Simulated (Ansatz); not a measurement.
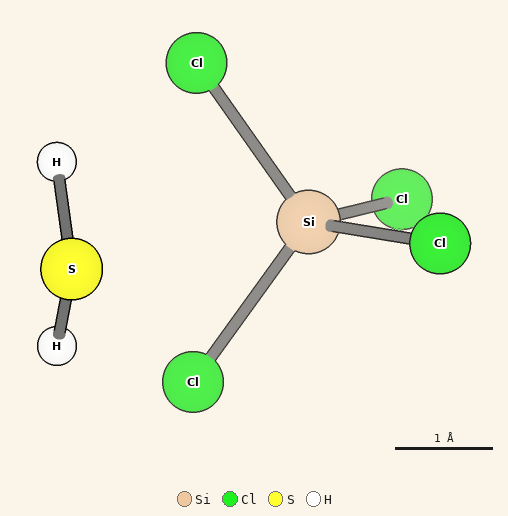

Figure 1. The input geometry (ball-and-stick view, seen at a tilt). Bond lengths as drawn: Cl–Si 2.04 to 2.05 Å and H–S 1.35 Å.

## SiH₂SCl₄: nudged elastic band (part 1 of 2)

SiH₂SCl₄, computed with RKS B3LYP/def2-SVP (Ansatz 0.2.0).

The run did not end well. It belongs to a series of runs on one base structure; here: band between the two ends.

What the program printed
```
Engine: ansatz 0.2.0, aarch64-unknown-linux-gnu
Functional definition: B3LYP
  parameter a0 = 0.2
  parameter ax = 0.72
  parameter ac = 0.81
  exchange = (1 - a0 - ax)*slater_x + ax*b88_x + a0*exact_x
  correlation = (1 - ac)*vwn_rpa_c + ac*lyp_c
1148 factors; integrals over basis functions are off by at most 3.0e-4 eV
mean field evaluation 1: about -68821.1542 eV, gradient 2.1e1 eV
mean field evaluation 2: about -68820.5855 eV, gradient 2.6e1 eV
mean field evaluation 4: about -68822.3327 eV, gradient 3.9e-1 eV
mean field evaluation 8: about -68822.3318 eV, gradient 1.3e-2 eV
mean field -68822.33179332 eV, -2529.1740439524 hartree, gradient 3.1e-5 eV, S^2 0.000000; 0 other end points of the search recorded, 0 dependent functions left out
the calculation of the forces begins
reference -68822.33205920 eV, -2529.1740537235 hartree; 50, 50 occupied and 68, 68 virtual orbitals, 1148 factors
1150 factors; integrals over basis functions are off by at most 5.3e-4 eV
mean field evaluation 16: about -68820.3870 eV, gradient 2.5e1 eV
mean field -68821.98498218 eV, -2529.1612988781 hartree, gradient 1.3e-5 eV, S^2 0.000000; 0 other end points of the search recorded, 0 dependent functions left out
[... from here on the field's lines of each further geometry are left out, up to the last ...]
NEB iter   1: max|band force component| = 5.722e0 eV/Å  barrier→ = 5.2088 eV  barrier← = 4.8620 eV  Δτ_max = 0.0890 Å  (270 SCF iters)
NEB iter   2: max|band force component| = 2.395e0 eV/Å  barrier→ = 4.3913 eV  barrier← = 4.0445 eV  Δτ_max = 0.1085 Å  (245 SCF iters)
NEB iter   3: max|band force component| = 2.950e0 eV/Å  barrier→ = 3.3226 eV  barrier← = 2.9758 eV  Δτ_max = 0.0121 Å  (240 SCF iters)
NEB iter   4: max|band force component| = 2.684e0 eV/Å  barrier→ = 3.2603 eV  barrier← = 2.9135 eV  Δτ_max = 0.0229 Å  (229 SCF iters)
NEB iter   5: max|band force component| = 2.081e0 eV/Å  barrier→ = 3.1441 eV  barrier← = 2.7973 eV  Δτ_max = 0.0308 Å  (227 SCF iters)
NEB iter   6: max|band force component| = 1.392e0 eV/Å  barrier→ = 2.9875 eV  barrier← = 2.6407 eV  Δτ_max = 0.0334 Å  (227 SCF iters)
NEB iter   7: max|band force component| = 1.269e0 eV/Å  barrier→ = 2.8057 eV  barrier← = 2.4589 eV  Δτ_max = 0.0054 Å  (226 SCF iters)
NEB iter   8: max|band force component| = 1.238e0 eV/Å  barrier→ = 2.7730 eV  barrier← = 2.4261 eV  Δτ_max = 0.0107 Å  (194 SCF iters)
NEB iter   9: max|band force component| = 1.178e0 eV/Å  barrier→ = 2.7107 eV  barrier← = 2.3639 eV  Δτ_max = 0.0159 Å  (216 SCF iters)
NEB iter  10: max|band force component| = 1.098e0 eV/Å  barrier→ = 2.6248 eV  barrier← = 2.2780 eV  Δτ_max = 0.0208 Å  (223 SCF iters)
NEB iter  11: max|band force component| = 1.008e0 eV/Å  barrier→ = 2.5233 eV  barrier← = 2.1764 eV  Δτ_max = 0.0255 Å  (224 SCF iters)
NEB iter  12: max|band force component| = 9.279e-1 eV/Å  barrier→ = 2.4150 eV  barrier← = 2.0682 eV  Δτ_max = 0.0298 Å  (221 SCF iters)
NEB iter  13: max|band force component| = 8.566e-1 eV/Å  barrier→ = 2.3091 eV  barrier← = 1.9623 eV  Δτ_max = 0.0376 Å  (218 SCF iters)
NEB iter  14: max|band force component| = 7.560e-1 eV/Å  barrier→ = 2.2041 eV  barrier← = 1.8573 eV  Δτ_max = 0.0466 Å  (217 SCF iters)
NEB iter  15: max|band force component| = 6.512e-1 eV/Å  barrier→ = 2.1118 eV  barrier← = 1.7650 eV  Δτ_max = 0.0562 Å  (218 SCF iters)
NEB iter  16: max|band force component| = 7.610e-1 eV/Å  barrier→ = 2.0429 eV  barrier← = 1.6961 eV  CI = image 5  Δτ_max = 0.0060 Å  (220 SCF iters)
NEB iter  17: max|band force component| = 7.519e-1 eV/Å  barrier→ = 2.0470 eV  barrier← = 1.7001 eV  CI = image 5  Δτ_max = 0.0118 Å  (184 SCF iters)
NEB iter  18: max|band force component| = 7.261e-1 eV/Å  barrier→ = 2.0559 eV  barrier← = 1.7091 eV  CI = image 5  Δτ_max = 0.0173 Å  (202 SCF iters)
NEB iter  19: max|band force component| = 6.755e-1 eV/Å  barrier→ = 2.0696 eV  barrier← = 1.7228 eV  CI = image 5  Δτ_max = 0.0050 Å  (206 SCF iters)
NEB iter  20: max|band force component| = 6.566e-1 eV/Å  barrier→ = 2.0736 eV  barrier← = 1.7268 eV  CI = image 5  Δτ_max = 0.0098 Å  (178 SCF iters)
NEB iter  21: max|band force component| = 6.176e-1 eV/Å  barrier→ = 2.0813 eV  barrier← = 1.7345 eV  CI = image 5  Δτ_max = 0.0142 Å  (188 SCF iters)
NEB iter  22: max|band force component| = 5.583e-1 eV/Å  barrier→ = 2.0916 eV  barrier← = 1.7448 eV  CI = image 5  Δτ_max = 0.0181 Å  (204 SCF iters)
NEB iter  23: max|band force component| = 4.949e-1 eV/Å  barrier→ = 2.1024 eV  barrier← = 1.7556 eV  CI = image 5  Δτ_max = 0.0212 Å  (202 SCF iters)
NEB iter  24: max|band force component| = 5.237e-1 eV/Å  barrier→ = 2.1109 eV  barrier← = 1.7641 eV  CI = image 5  Δτ_max = 0.0234 Å  (204 SCF iters)
NEB iter  25: max|band force component| = 5.384e-1 eV/Å  barrier→ = 2.1145 eV  barrier← = 1.7677 eV  CI = image 5  Δτ_max = 0.0294 Å  (207 SCF iters)
NEB iter  26: max|band force component| = 5.309e-1 eV/Å  barrier→ = 2.1104 eV  barrier← = 1.7636 eV  CI = image 5  Δτ_max = 0.0381 Å  (206 SCF iters)
NEB iter  27: max|band force component| = 4.897e-1 eV/Å  barrier→ = 2.0950 eV  barrier← = 1.7482 eV  CI = image 5  Δτ_max = 0.0478 Å  (210 SCF iters)
NEB iter  28: max|band force component| = 4.044e-1 eV/Å  barrier→ = 2.0683 eV  barrier← = 1.7215 eV  CI = image 5  Δτ_max = 0.0579 Å  (209 SCF iters)
NEB iter  29: max|band force component| = 4.434e-1 eV/Å  barrier→ = 2.0371 eV  barrier← = 1.6902 eV  CI = image 5  Δτ_max = 0.0068 Å  (211 SCF iters)
NEB iter  30: max|band force component| = 4.246e-1 eV/Å  barrier→ = 2.0373 eV  barrier← = 1.6904 eV  CI = image 5  Δτ_max = 0.0133 Å  (186 SCF iters)
NEB iter  31: max|band force component| = 3.879e-1 eV/Å  barrier→ = 2.0384 eV  barrier← = 1.6916 eV  CI = image 5  Δτ_max = 0.0193 Å  (194 SCF iters)
NEB iter  32: max|band force component| = 3.378e-1 eV/Å  barrier→ = 2.0403 eV  barrier← = 1.6935 eV  CI = image 5  Δτ_max = 0.0245 Å  (208 SCF iters)
NEB iter  33: max|band force component| = 3.182e-1 eV/Å  barrier→ = 2.0416 eV  barrier← = 1.6948 eV  CI = image 5  Δτ_max = 0.0285 Å  (208 SCF iters)
NEB iter  34: max|band force component| = 2.892e-1 eV/Å  barrier→ = 2.0403 eV  barrier← = 1.6935 eV  CI = image 5  Δτ_max = 0.0312 Å  (205 SCF iters)
NEB iter  35: max|band force component| = 2.503e-1 eV/Å  barrier→ = 2.0348 eV  barrier← = 1.6879 eV  CI = image 5  Δτ_max = 0.0358 Å  (205 SCF iters)
NEB iter  36: max|band force component| = 2.121e-1 eV/Å  barrier→ = 2.0244 eV  barrier← = 1.6776 eV  CI = image 5  Δτ_max = 0.0427 Å  (211 SCF iters)
NEB iter  37: max|band force component| = 2.111e-1 eV/Å  barrier→ = 2.0112 eV  barrier← = 1.6644 eV  CI = image 5  Δτ_max = 0.0479 Å  (214 SCF iters)
NEB iter  38: max|band force component| = 2.520e-1 eV/Å  barrier→ = 1.9998 eV  barrier← = 1.6530 eV  CI = image 5  Δτ_max = 0.0513 Å  (219 SCF iters)
NEB iter  39: max|band force component| = 1.997e-1 eV/Å  barrier→ = 1.9964 eV  barrier← = 1.6496 eV  CI = image 5  Δτ_max = 0.0564 Å  (217 SCF iters)
NEB iter  40: max|band force component| = 2.621e-1 eV/Å  barrier→ = 2.0012 eV  barrier← = 1.6544 eV  CI = image 5  Δτ_max = 0.0095 Å  (217 SCF iters)
NEB iter  41: max|band force component| = 1.968e-1 eV/Å  barrier→ = 1.9988 eV  barrier← = 1.6520 eV  CI = image 5  Δτ_max = 0.0165 Å  (201 SCF iters)
NEB iter  42: max|band force component| = 1.452e-1 eV/Å  barrier→ = 1.9951 eV  barrier← = 1.6483 eV  CI = image 5  Δτ_max = 0.0203 Å  (205 SCF iters)
NEB iter  43: max|band force component| = 1.563e-1 eV/Å  barrier→ = 1.9913 eV  barrier← = 1.6445 eV  CI = image 5  Δτ_max = 0.0068 Å  (211 SCF iters)
NEB iter  44: max|band force component| = 1.540e-1 eV/Å  barrier→ = 1.9904 eV  barrier← = 1.6436 eV  CI = image 5  Δτ_max = 0.0133 Å  (188 SCF iters)
NEB iter  45: max|band force component| = 1.415e-1 eV/Å  barrier→ = 1.9895 eV  barrier← = 1.6426 eV  CI = image 5  Δτ_max = 0.0188 Å  (197 SCF iters)
NEB iter  46: max|band force component| = 1.308e-1 eV/Å  barrier→ = 1.9882 eV  barrier← = 1.6414 eV  CI = image 5  Δτ_max = 0.0060 Å  (203 SCF iters)
NEB iter  47: max|band force component| = 1.344e-1 eV/Å  barrier→ = 1.9874 eV  barrier← = 1.6406 eV  CI = image 5  Δτ_max = 0.0097 Å  (185 SCF iters)
NEB iter  48: max|band force component| = 1.393e-1 eV/Å  barrier→ = 1.9865 eV  barrier← = 1.6397 eV  CI = image 5  Δτ_max = 0.0148 Å  (191 SCF iters)
NEB iter  49: max|band force component| = 1.356e-1 eV/Å  barrier→ = 1.9854 eV  barrier← = 1.6386 eV  CI = image 5  Δτ_max = 0.0192 Å  (201 SCF iters)
NEB iter  50: max|band force component| = 1.284e-1 eV/Å  barrier→ = 1.9835 eV  barrier← = 1.6367 eV  CI = image 5  Δτ_max = 0.0239 Å  (209 SCF iters)
NEB iter  51: max|band force component| = 1.156e-1 eV/Å  barrier→ = 1.9818 eV  barrier← = 1.6350 eV  CI = image 5  Δτ_max = 0.0279 Å  (208 SCF iters)
NEB iter  52: max|band force component| = 9.852e-2 eV/Å  barrier→ = 1.9799 eV  barrier← = 1.6331 eV  CI = image 5  Δτ_max = 0.0343 Å  (210 SCF iters)
NEB iter  53: max|band force component| = 8.934e-2 eV/Å  barrier→ = 1.9775 eV  barrier← = 1.6307 eV  CI = image 5  Δτ_max = 0.0420 Å  (216 SCF iters)
NEB iter  54: max|band force component| = 1.795e-1 eV/Å  barrier→ = 1.9754 eV  barrier← = 1.6285 eV  CI = image 5  Δτ_max = 0.0499 Å  (223 SCF iters)
NEB iter  55: max|band force component| = 4.661e-1 eV/Å  barrier→ = 1.9730 eV  barrier← = 1.6262 eV  CI = image 5  Δτ_max = 0.0295 Å  (222 SCF iters)
NEB iter  56: max|band force component| = 1.122e0 eV/Å  barrier→ = 1.9732 eV  barrier← = 1.6264 eV  CI = image 5  Δτ_max = 0.0178 Å  (229 SCF iters)
NEB iter  57: max|band force component| = 2.603e-1 eV/Å  barrier→ = 1.9726 eV  barrier← = 1.6258 eV  CI = image 5  Δτ_max = 0.0221 Å  (219 SCF iters)
NEB iter  58: max|band force component| = 1.007e0 eV/Å  barrier→ = 1.9728 eV  barrier← = 1.6260 eV  CI = image 5  Δτ_max = 0.0040 Å  (220 SCF iters)
NEB iter  59: max|band force component| = 7.494e-1 eV/Å  barrier→ = 1.9726 eV  barrier← = 1.6258 eV  CI = image 5  Δτ_max = 0.0069 Å  (169 SCF iters)
the calculation of the forces begins
reference -68821.93960547 eV, -2529.1596313147 hartree; 50, 50 occupied and 68, 68 virtual orbitals, 1153 factors
these checks for a lower state are left out or cut short: starts, cluster_reference, orbital_swaps, neighbouring_geometries, increment
1151 factors; integrals over basis functions are off by at most 5.3e-4 eV
mean field evaluation 3232: about -68821.9726 eV, gradient 3.1e-1 eV
mean field -68821.97280559 eV, -2529.1608513968 hartree, gradient 1.5e-5 eV, S^2 0.000000; 0 other end points of the search recorded, 0 dependent functions left out
the calculation of the forces begins
reference -68821.97308377 eV, -2529.1608616199 hartree; 50, 50 occupied and 68, 68 virtual orbitals, 1151 factors
NEB iter  60: max|band force component| = 3.265e-1 eV/Å  barrier→ = 1.9724 eV  barrier← = 1.6256 eV  CI = image 5  Δτ_max = 0.0081 Å  (182 SCF iters)
```

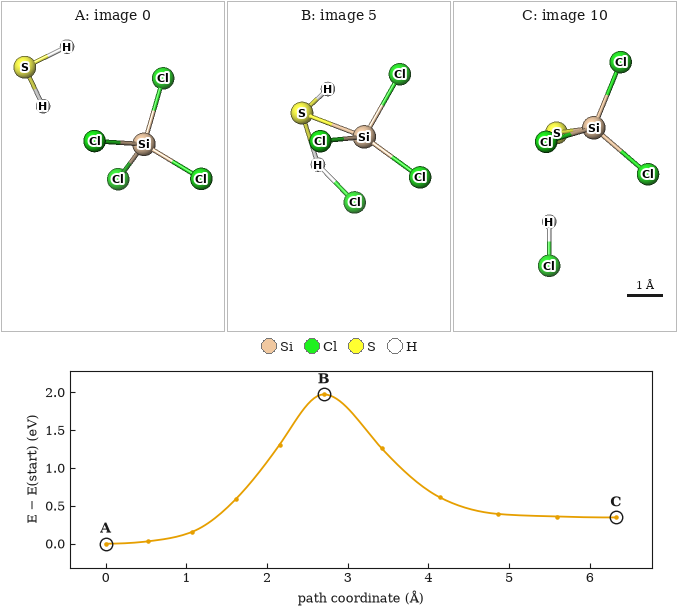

Figure 2. Images of the last band (counted from 0; ball-and-stick, seen at a tilt) above the energy along the path; the line is a cubic interpolation that uses the forces. The highest image is number 5, 1.972 eV above the start and 1.626 eV above the end (the climbing image); the end lies 0.347 eV above the start. The path is 6.32 Å long. The band had not converged after 60 iterations.
